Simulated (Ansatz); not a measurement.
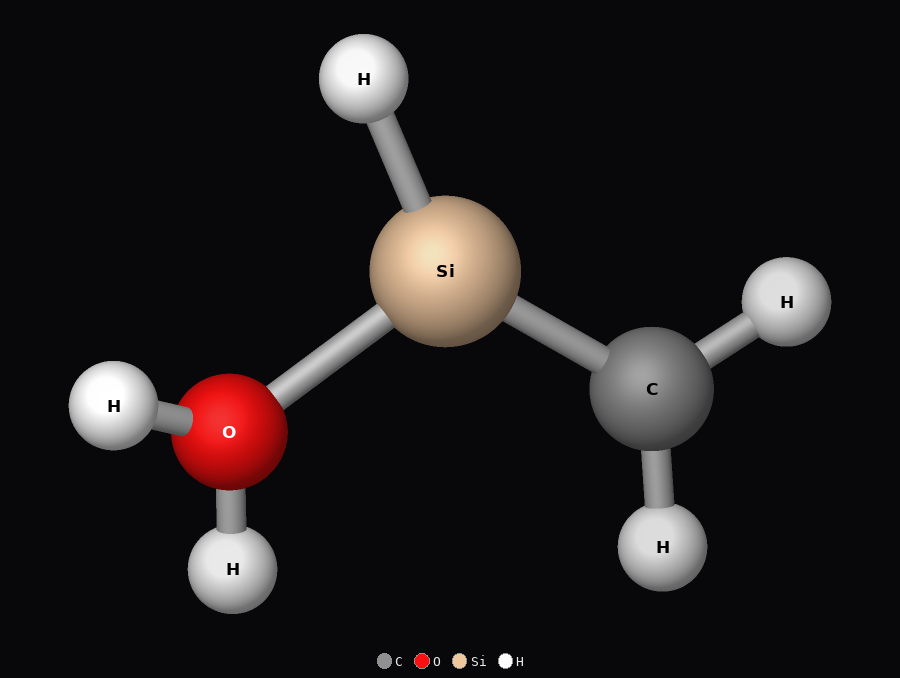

State: charge +1, singlet. The computed structure is the end point of a PBE0-D4/def2-TZVP optimisation. No frequency run is at hand to confirm it as a minimum. Method: RKS r2SCAN-D4/def2-TZVPP (Ansatz 0.2.0).

### Estimate the dispersion correction.

−2.3 kJ/mol.
